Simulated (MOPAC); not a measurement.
# Energy and gradient calculation, with input and output: Si₂NH₅Cl

Si₂NH₅Cl, multiplicity 2, SMILES [NH][SiH2][SiH2]Cl, computed with PM3, unrestricted (MOPAC 23.2.5).

The geometry comes from this level: GFN2-xTB.

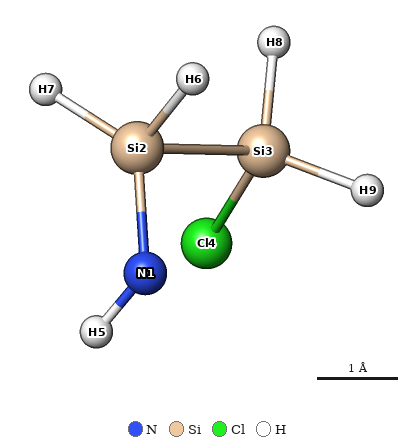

The structure (ball-and-stick view, seen at a tilt; atoms are numbered from 1 in the order of the input).

**Input file (run.mop)**
```
bonds doublet gradients disp 1scf pm3 aux(precision=9) threads=1


N     -0.654660 +1     1.671220 +1    -0.714640 +1
Si     0.701230 +1     0.784260 +1    -0.465410 +1
Si    -0.256600 +1    -1.026380 +1     0.801080 +1
Cl    -1.507200 +1    -2.064410 +1    -0.369490 +1
H     -1.240300 +1     1.601540 +1    -1.531650 +1
H      1.552090 +1     1.411120 +1     0.544800 +1
H      1.554420 +1     0.093410 +1    -1.447510 +1
H      0.824110 +1    -1.919330 +1     1.209780 +1
H     -0.973090 +1    -0.551430 +1     1.973050 +1
```

Command:
```bash
mopac run.mop
```

**Output**
```
MOPAC v23.2.5
PM3 CALCULATION RESULTS

 *  PM3        - The PM3 Hamiltonian to be used
 *  DOUBLET    - SPIN STATE DEFINED AS A DOUBLET
 *  1SCF       - DO 1 SCF AND THEN STOP
 *  THREADS=1  - MULTI-THREADING NOT USED
 *  AUX        - OUTPUT AUXILIARY INFORMATION
 *  GRADIENTS  - ALL GRADIENTS TO BE PRINTED
 *  DISP       - PRINT DISPERSION AND HYDROGEN BOND ENERGIES
 *  BONDS      - FINAL BOND-ORDER MATRIX TO BE PRINTED
bonds doublet gradients disp 1scf pm3 aux(precision=9) threads=1

   ATOM   CHEMICAL          X               Y               Z
  NUMBER   SYMBOL      (ANGSTROMS)     (ANGSTROMS)     (ANGSTROMS)

     1       N         -0.65466000  *   1.67122000  *  -0.71464000  *
     2      Si          0.70123000  *   0.78426000  *  -0.46541000  *
     3      Si         -0.25660000  *  -1.02638000  *   0.80108000  *
     4      Cl         -1.50720000  *  -2.06441000  *  -0.36949000  *
     5       H         -1.24030000  *   1.60154000  *  -1.53165000  *
     6       H          1.55209000  *   1.41112000  *   0.54480000  *
     7       H          1.55442000  *   0.09341000  *  -1.44751000  *
     8       H          0.82411000  *  -1.91933000  *   1.20978000  *
     9       H         -0.97309000  *  -0.55143000  *   1.97305000  *

          CARTESIAN COORDINATES

    NO.       ATOM           X           Y           Z

     1         N         -0.6547      1.6712     -0.7146
     2        Si          0.7012      0.7843     -0.4654
     3        Si         -0.2566     -1.0264      0.8011
     4        Cl         -1.5072     -2.0644     -0.3695
     5         H         -1.2403      1.6015     -1.5316
     6         H          1.5521      1.4111      0.5448
     7         H          1.5544      0.0934     -1.4475
     8         H          0.8241     -1.9193      1.2098
     9         H         -0.9731     -0.5514      1.9730

           Empirical Formula: H5 N Si2 Cl  =     9 atoms

      MOLECULAR POINT GROUP   :   C1

 DOUBLET STATE CALCULATION

          UHF CALCULATION, NO. OF ALPHA ELECTRONS =   13
                           NO. OF BETA  ELECTRONS =   12

 -------------------------------------------------------------------------------
 bonds doublet gradients disp 1scf pm3 aux(precision=9) threads=1

     1SCF WAS SPECIFIED, SO BFGS WAS NOT USED
     SCF FIELD WAS ACHIEVED

                              PM3 CALCULATION

          FINAL HEAT OF FORMATION =         -1.38308 KCAL/MOL =      -5.78680 KJ/MOL

          TOTAL ENERGY            =     -16157.74769 KCAL/MOL = ELECTRONIC ENERGY + CORE-CORE REPULSION
          ENERGY OF ATOMS         =      16156.36461 KCAL/MOL
                              SUM =         -1.38308 KCAL/MOL
          DISPERSION ENERGY       =          0.00000 KCAL/MOL
                              SUM =         -1.38308 KCAL/MOL = FINAL HEAT OF FORMATION

          TOTAL ENERGY            =       -700.66625 EV
          ELECTRONIC ENERGY       =      -1849.08583 EV
          CORE-CORE REPULSION     =       1148.41958 EV
          COSMO AREA              =        141.39 SQUARE ANGSTROMS
          COSMO VOLUME            =        138.39 CUBIC ANGSTROMS

          GRADIENT NORM           =        107.07509          =       35.69170 PER ATOM
          IONIZATION POTENTIAL    =          8.558376 EV
          ALPHA SOMO LUMO (EV)    =         -8.558 -1.274
          BETA  SOMO LUMO (EV)    =         -9.441 -1.664
          NO. OF ALPHA ELECTRONS  =         13
          NO. OF BETA  ELECTRONS  =         12
          MOLECULAR WEIGHT        =        110.6702         POINT GROUP:  C1

          MOLECULAR DIMENSIONS (Angstroms)

            Atom       Atom       Distance
            H     8    H     5     4.91668
            H     6   Cl     4     4.66820
            H     7    H     9     3.89566

          SCF CALCULATIONS        =          1

          WALL-CLOCK TIME         =      0.016 SECONDS
          COMPUTATION TIME        =      0.014 SECONDS

          LARGEST ATOMIC GRADIENTS

          Atom     Label                     Cartesian Gradients           Cartesian Coordinates       |Gradient|
                                           X          Y          Z        X          Y          Z

             1       N                  63.495    -32.629     35.589   -0.65466    1.67122   -0.71464     79.767
             2      Si                 -51.174     31.499    -15.184    0.70123    0.78426   -0.46541     61.980
             4      Cl                  13.590     11.069     11.249   -1.50720   -2.06441   -0.36949     20.826
             5       H                  -8.778     -3.668    -16.152   -1.24030    1.60154   -1.53165     18.745
             6       H                  -7.679     -4.552     -7.387    1.55209    1.41112    0.54480     11.587
             9       H                   4.847     -3.420     -8.056   -0.97309   -0.55143    1.97305     10.004
             3      Si                  -8.236     -2.545     -5.034   -0.25660   -1.02638    0.80108      9.983
             8       H                  -6.594      4.473     -3.232    0.82411   -1.91933    1.20978      8.599
             7       H                   0.530     -0.228      8.208    1.55442    0.09341   -1.44751      8.228

       FINAL  POINT  AND  DERIVATIVES

   PARAMETER     ATOM    TYPE            VALUE        GRADIENT
      1          1  N    CARTESIAN X    -0.654660     63.494692  KCAL/ANGSTROM
      2          1  N    CARTESIAN Y     1.671220    -32.629355  KCAL/ANGSTROM
      3          1  N    CARTESIAN Z    -0.714640     35.588748  KCAL/ANGSTROM
      4          2 Si    CARTESIAN X     0.701230    -51.173837  KCAL/ANGSTROM
      5          2 Si    CARTESIAN Y     0.784260     31.499135  KCAL/ANGSTROM
      6          2 Si    CARTESIAN Z    -0.465410    -15.184044  KCAL/ANGSTROM
      7          3 Si    CARTESIAN X    -0.256600     -8.236159  KCAL/ANGSTROM
      8          3 Si    CARTESIAN Y    -1.026380     -2.544505  KCAL/ANGSTROM
      9          3 Si    CARTESIAN Z     0.801080     -5.034293  KCAL/ANGSTROM
     10          4 Cl    CARTESIAN X    -1.507200     13.589890  KCAL/ANGSTROM
     11          4 Cl    CARTESIAN Y    -2.064410     11.068686  KCAL/ANGSTROM
     12          4 Cl    CARTESIAN Z    -0.369490     11.248658  KCAL/ANGSTROM
     13          5  H    CARTESIAN X    -1.240300     -8.777997  KCAL/ANGSTROM
     14          5  H    CARTESIAN Y     1.601540     -3.667586  KCAL/ANGSTROM
     15          5  H    CARTESIAN Z    -1.531650    -16.152046  KCAL/ANGSTROM
     16          6  H    CARTESIAN X     1.552090     -7.678846  KCAL/ANGSTROM
     17          6  H    CARTESIAN Y     1.411120     -4.552344  KCAL/ANGSTROM
     18          6  H    CARTESIAN Z     0.544800     -7.386807  KCAL/ANGSTROM
     19          7  H    CARTESIAN X     1.554420      0.529517  KCAL/ANGSTROM
     20          7  H    CARTESIAN Y     0.093410     -0.227689  KCAL/ANGSTROM
     21          7  H    CARTESIAN Z    -1.447510      8.207536  KCAL/ANGSTROM
     22          8  H    CARTESIAN X     0.824110     -6.594165  KCAL/ANGSTROM
     23          8  H    CARTESIAN Y    -1.919330      4.473320  KCAL/ANGSTROM
     24          8  H    CARTESIAN Z     1.209780     -3.231682  KCAL/ANGSTROM
     25          9  H    CARTESIAN X    -0.973090      4.846906  KCAL/ANGSTROM
     26          9  H    CARTESIAN Y    -0.551430     -3.419661  KCAL/ANGSTROM
     27          9  H    CARTESIAN Z     1.973050     -8.056069  KCAL/ANGSTROM

   ATOM   CHEMICAL          X               Y               Z
  NUMBER   SYMBOL      (ANGSTROMS)     (ANGSTROMS)     (ANGSTROMS)

     1       N         -0.65466000  *   1.67122000  *  -0.71464000  *
     2      Si          0.70123000  *   0.78426000  *  -0.46541000  *
     3      Si         -0.25660000  *  -1.02638000  *   0.80108000  *
     4      Cl         -1.50720000  *  -2.06441000  *  -0.36949000  *
     5       H         -1.24030000  *   1.60154000  *  -1.53165000  *
     6       H          1.55209000  *   1.41112000  *   0.54480000  *
     7       H          1.55442000  *   0.09341000  *  -1.44751000  *
     8       H          0.82411000  *  -1.91933000  *   1.20978000  *
     9       H         -0.97309000  *  -0.55143000  *   1.97305000  *

                             CARTESIAN COORDINATES

   1    N       -0.654660000     1.671220000    -0.714640000
   2   Si        0.701230000     0.784260000    -0.465410000
   3   Si       -0.256600000    -1.026380000     0.801080000
   4   Cl       -1.507200000    -2.064410000    -0.369490000
   5    H       -1.240300000     1.601540000    -1.531650000
   6    H        1.552090000     1.411120000     0.544800000
   7    H        1.554420000     0.093410000    -1.447510000
   8    H        0.824110000    -1.919330000     1.209780000
   9    H       -0.973090000    -0.551430000     1.973050000

           Empirical Formula: H5 N Si2 Cl  =     9 atoms

      MOLECULAR POINT GROUP   :   C1

          ALPHA EIGENVALUES
 -55.34693 -25.87616 -16.76657 -15.60531 -14.64646 -13.11475 -12.73930 -12.20976
 -11.78305 -10.94614 -10.27567  -9.89706  -8.55838  -1.27366   0.01795   0.54891
   1.16601   1.63020   1.88683   2.16967   4.73445

           BETA EIGENVALUES
 -55.31502 -25.25186 -16.64473 -15.50770 -14.51920 -12.90929 -12.58839 -11.66200
 -11.53096 -10.25448  -9.62017  -9.44109  -1.66411   0.12003   0.18694   0.95587
   1.37998   1.85586   1.99783   2.25804   4.91438

              NET ATOMIC CHARGES AND DIPOLE CONTRIBUTIONS

  ATOM NO.   TYPE          CHARGE      No. of ELECS.   s-Pop       p-Pop
    1          N          -0.282254        5.2823     1.61013     3.67212
    2         Si           0.475226        3.5248     0.95478     2.57000
    3         Si           0.531055        3.4689     1.00721     2.46174
    4         Cl          -0.293558        7.2936     1.96621     5.32735
    5          H           0.083291        0.9167     0.91671
    6          H          -0.109852        1.1099     1.10985
    7          H          -0.130440        1.1304     1.13044
    8          H          -0.140865        1.1409     1.14086
    9          H          -0.132603        1.1326     1.13260
 DIPOLE           X         Y         Z       TOTAL
 POINT-CHG.     1.732     1.305     0.402     2.205
 HYBRID        -0.097    -0.858    -0.508     1.002
 SUM            1.635     0.447    -0.106     1.699

          ATOMIC ORBITAL ELECTRON POPULATIONS

     Atom    s        px        py        pz
    1  N   1.61013   1.14465   1.20541   1.32206
    2 Si   0.95478   0.82815   0.85955   0.88230
    3 Si   1.00721   0.79308   0.84921   0.81945
    4 Cl   1.96621   1.75005   1.81125   1.76605
    5  H   0.91671
    6  H   1.10985
    7  H   1.13044
    8  H   1.14086
    9  H   1.13260

                    (SZ)    =    0.500000
                    (S**2)  =    0.810976

          ATOMIC ORBITAL SPIN POPULATIONS

    Atom   Total    s     px     py     pz
         Atomic
    1  N  0.9065  0.014  0.227  0.519  0.146
    2 Si -0.3302 -0.043 -0.070 -0.137 -0.080
    3 Si  0.3658  0.095  0.045  0.142  0.084
    4 Cl  0.0098  0.000  0.001  0.018 -0.010
    5  H -0.0253 -0.025
    6  H  0.0534  0.053
    7  H  0.0289  0.029
    8  H  0.0044  0.004
    9  H -0.0132 -0.013

          BONDING CONTRIBUTION OF EACH ALPHA M.O.

  0.0917  0.7205  0.9157  0.9280  0.9088  0.7803  0.7030  0.5577  0.7618  0.1691
  0.2700  0.4516  0.5323 -1.0255 -0.9330 -0.9604 -0.9833 -0.9808 -0.9711 -0.9657
 -0.9706

          BONDING CONTRIBUTION OF EACH BETA  M.O.

  0.0929  0.7526  0.9656  0.9371  0.9272  0.8786  0.6986  0.6547  0.6940  0.2909
  0.7044  0.4248 -0.8613 -0.7375 -0.8571 -0.8448 -0.9200 -0.9042 -0.9546 -0.9636
 -0.9782

            (VALENCIES)   BOND ORDERS

     1  N     (3.021)     2 Si 1.192     5  H 0.972     7  H 0.035

     2 Si     (3.918)     1  N 1.192     6  H 0.943     7  H 0.932     3 Si 0.763     4 Cl 0.022

     3 Si     (3.820)     9  H 0.957     8  H 0.951     4 Cl 0.921     2 Si 0.763

     4 Cl     (0.995)     3 Si 0.921     2 Si 0.022     8  H 0.014     9  H 0.014

     5  H     (0.993)     1  N 0.972     6  H 0.012

     6  H     (0.988)     2 Si 0.943     5  H 0.012

     7  H     (0.983)     2 Si 0.932     1  N 0.035

     8  H     (0.980)     3 Si 0.951     4 Cl 0.014

     9  H     (0.982)     3 Si 0.957     4 Cl 0.014

 *                    *
 * JOB ENDED NORMALLY *
 *                    *

 TOTAL JOB TIME:             0.02 SECONDS

 == MOPAC DONE ==
```

**Results in brief**

- outcome: converged
- total energy: −25.749010 hartree
- dispersion energy: 0.000000 hartree
- heat of formation: −1.38 kcal/mol
- basis functions: 21
- largest force: 3.459 eV/Å
- ⟨S²⟩: 0.811
- dipole moment: 1.70 D
- hardware: 1 thread of Arm Neoverse N1, 98 GiB of memory available, shared host
- peak memory: 0.072 GiB

MOPAC's energies along a path are heats of formation.
